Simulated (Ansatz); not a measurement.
A series of calculations on C2H5S

Part 1: Relaxation

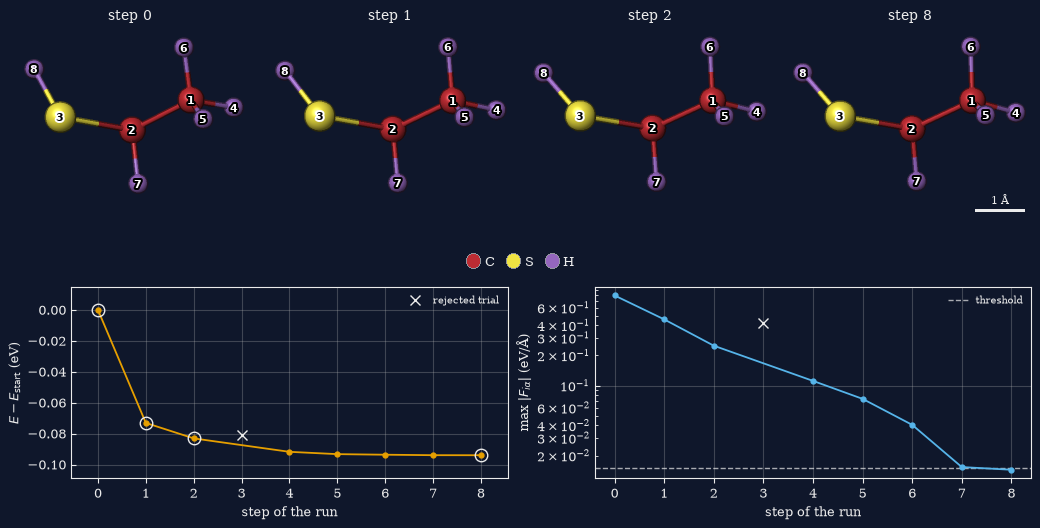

Frames of a relaxation of C$_{2}$H$_{5}$S (charge −1), marked on the history of the run. A ball-and-stick model, seen at a tilt.

The run prepares an end point of a later path (torsion) calculation, from a guessed geometry.

All numbers below come from RKS B3LYP-D4/def2-SVP (Ansatz). (no spin polarisation; force threshold 0.015 eV/Å; at most 40 steps)

### What happens along the run?

The atom that moves furthest after the best rigid fit is H8 (0.24 Å). By element the largest moves are H 0.24 Å, C 0.08 Å, S 0.02 Å. Some distances before and after: S3–H8 1.350 → 1.398 Å, C2–S3 1.824 → 1.782 Å, C1–H5 1.108 → 1.136 Å, C1–C2 1.528 → 1.513 Å. Bond angles that change, for instance: C2–S3–H8 96.8° → 105.0°, S3–C2–H7 102.4° → 108.2°, C1–C2–H7 107.4° → 112.3°. Over 7 accepted moves (8 points after the start) the energy falls by 0.094 eV. The largest force component goes from 0.79 to 0.014 eV/Å. The line search rejected the trial step at point 3 of the run. From step 0 to 1: H8 moves most (0.19 Å), energy −0.073 eV. From step 1 to 2: H8 moves most (0.06 Å), energy −0.010 eV. From step 2 to 8: C2 moves most (0.07 Å), energy −0.011 eV.

Limits of the set-up: the basis has no diffuse functions, which an anion needs.

Part 2: Relaxation

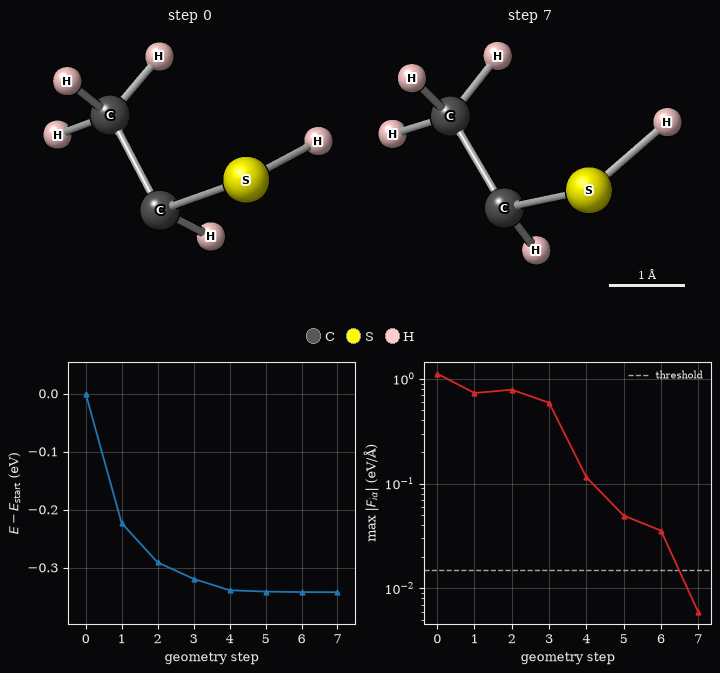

First and last geometry of a relaxation of C2H5S (charge −1), with the history of the run. A ball-and-stick model, seen at a tilt.

The run prepares an end point of a later path (torsion) calculation, from a guessed geometry.

All numbers below come from Ansatz, RKS B3LYP-D4/def2-SVP. (no spin polarisation; force threshold 0.015 eV/Å; at most 40 steps)

> What do the curves and the structures tell?

It converged. The largest move after the best rigid fit is that of an H atom, 0.40 Å. By element the largest moves are H 0.40 Å, S 0.17 Å, C 0.08 Å. Near-neighbour distances that change, for instance: H–S 1.350 → 1.456 Å, C–S 1.824 → 1.740 Å, C–H 1.108 → 1.134 Å, C–C 1.528 → 1.509 Å. Among the angles between lasting bonds that change: C–S–H 96.8° → 110.8°, S–C–H 102.4° → 112.8°, C–C–S 109.1° → 115.6°. Groups turn about C–S by about 25°. After 7 geometry steps the energy has fallen by 0.342 eV. The largest force component goes from 1.1 to 0.0059 eV/Å.

| step | E − E(0), eV | largest force component, eV/Å |
| --- | --- | --- |
| 0 | 0.0000 | 1.1195 |
| 1 | -0.2234 | 0.7316 |
| 2 | -0.2910 | 0.7871 |
| 3 | -0.3194 | 0.5913 |
| 4 | -0.3390 | 0.1151 |
| 5 | -0.3414 | 0.0495 |
| 6 | -0.3422 | 0.0356 |
| 7 | -0.3424 | 0.0059 |

Limits of the set-up: the basis has no diffuse functions, which an anion needs.

Part 3: Path

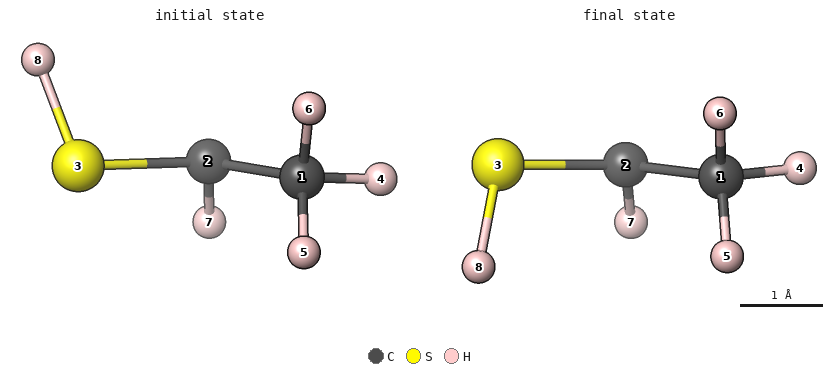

The two relaxed end points of a path for C$_{2}$H$_{5}$S (charge −1). Style: ball-and-stick. Shown from a free direction.

The calculation used Ansatz 0.2.0, RKS B3LYP-D4/def2-SVP.

Input file:
```yaml
crystal:
  periodic: [false, false, false]
  atoms:
    - { symbol: C, position_ang: [-0.526365, 0.750076, -0.286705] }
    - { symbol: C, position_ang: [-0.13651, -0.695795, -0.067731] }
    - { symbol: S, position_ang: [1.531746, -0.904887, 0.522525] }
    - { symbol: H, position_ang: [-1.551063, 0.812061, -0.716658] }
    - { symbol: H, position_ang: [0.110492, 1.400523, -0.966831] }
    - { symbol: H, position_ang: [-0.566536, 1.321279, 0.667187] }
    - { symbol: H, position_ang: [-0.258261, -1.307039, -0.983101] }
    - { symbol: H, position_ang: [1.396497, -1.376229, 1.831325] }
total_charge: -1
basis:
  gaussian: { orbitals: def2-SVP }
hamiltonian:
  xc: b3lyp
  dispersion: d4
neb:
  order_check: false
  images: 5
  f_tol: 0.05
  max_iterations: 60
  initial_path: idpp
  final_atoms:
    - { symbol: C, position_ang: [-0.52195147, 0.70716865, -0.24266264] }
    - { symbol: C, position_ang: [-0.3770409, -0.77805671, -0.02149475] }
    - { symbol: S, position_ang: [0.73833029, -1.24787967, 1.22803729] }
    - { symbol: H, position_ang: [-1.31803176, 0.93934647, -0.98509845] }
    - { symbol: H, position_ang: [0.39906746, 1.25310181, -0.61580815] }
    - { symbol: H, position_ang: [-0.79601414, 1.23435597, 0.69467801] }
    - { symbol: H, position_ang: [-0.20862344, -1.31921469, -0.97485019] }
    - { symbol: H, position_ang: [2.08426395, -0.78883283, 0.91720988] }
```

Command:
```bash
ansatz run input.yaml --threads 1 --pin off --max-ram 2048MiB --backend cpu --events-out ev --progress --plain --runs-dir out
```

### Predict the minimum-energy path and its barrier.

Forward barrier 0.294 eV, backward barrier 0.560 eV, with image 3 at the top; the reaction energy is −0.266 eV. The motion is a rotation about the C2–S3 bond by about 170°. No bond forms or breaks between the ends. Among the angles between lasting bonds that change up to the highest image: S3–C2–H7 108.2° → 98.2°, C1–C2–H7 112.3° → 105.0°. The band converged in 10 iterations. The largest component of the band force went from 4.3 to 0.035 eV/Å. The climbing image converged on the top of the path. Its vibrational analysis gives one imaginary mode (407i cm⁻¹), as a transition state must have.

Energies of the converged images:

```tsv
image	path (Å)	E (eV)
0	0.00	0.000
1	0.55	0.061
2	1.10	0.186
3	1.65	0.294
4	2.11	0.115
5	2.58	-0.191
6	3.04	-0.266
```

The geometry at the top of the path:

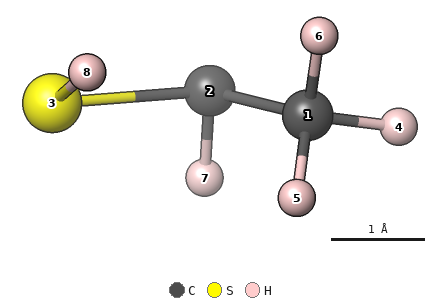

Limits of the set-up: the basis has no diffuse functions, which an anion needs.

Cost: 110 s on 1 thread of Arm Neoverse V1 (shared host), peak memory 0.24 GiB.
